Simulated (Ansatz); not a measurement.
Consider ClFH2O2Ti···HBr.

| atom | x (Å) | y (Å) | z (Å) |
| --- | --- | --- | --- |
| Ti | -0.0025 | -0.2382 | 0.1421 |
| Cl | -0.0185 | -0.2875 | 2.4821 |
| O | 1.6432 | -0.2722 | -0.5264 |
| H | 2.1089 | -1.0384 | -0.9145 |
| F | -0.9103 | 1.1388 | -0.4459 |
| O | -0.8211 | -1.7122 | -0.3874 |
| H | -1.7471 | -2.0158 | -0.4428 |
| Br | 1.7043 | 2.9306 | 1.2031 |
| H | 1.1912 | 1.9596 | 2.2347 |

Not at a stationary point (largest force 1.2 eV/Å).

The calculation used RKS PBE/def2-SVP in Ansatz.

What will maps of the electron density and electron localisation function show?

Cl2···H9 (2.56 Å): the density falls to about 0.1 e/Å³ on the way; the ELF dips to about 0.10 between them.
Ti–O (1.77 Å): ρ at the midpoint is about 1.1 e/Å³; the ELF peaks at about 0.85 in the valence shell of O, 0.5 Å from its nucleus, and drops to about 0.25 between the two atoms.
Ti–Cl (2.34 Å): ρ is about 0.48 e/Å³ halfway; the ELF peaks at about 0.85 in the valence shell of Cl, 0.9 Å from its nucleus, and is about 0.35 at the midpoint.
Br–H (1.51 Å): ρ at the midpoint is about 1.4 e/Å³; the ELF climbs to about 1 towards the hydrogen, as it does in any bond to H.

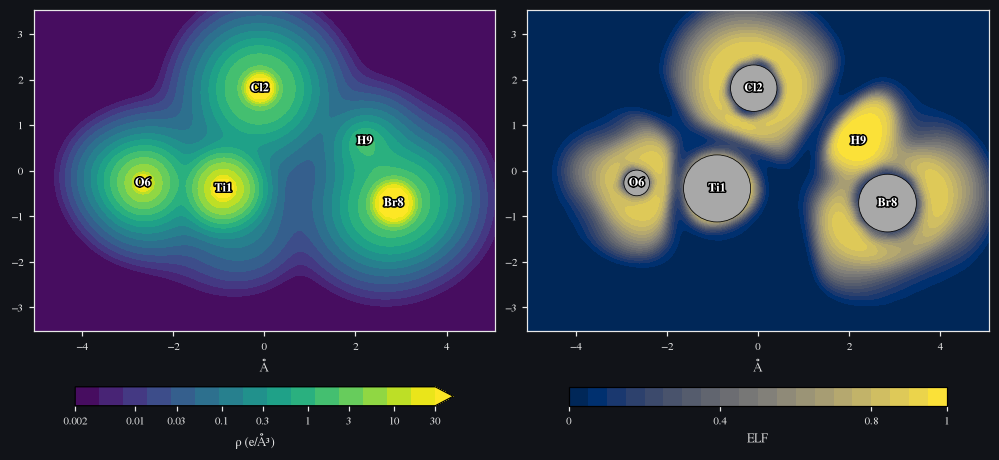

Computed electron density and electron localisation function on the plane of atoms Cl2, Ti1 and O6, in this order. Grey discs cover the atomic cores in the ELF map. 
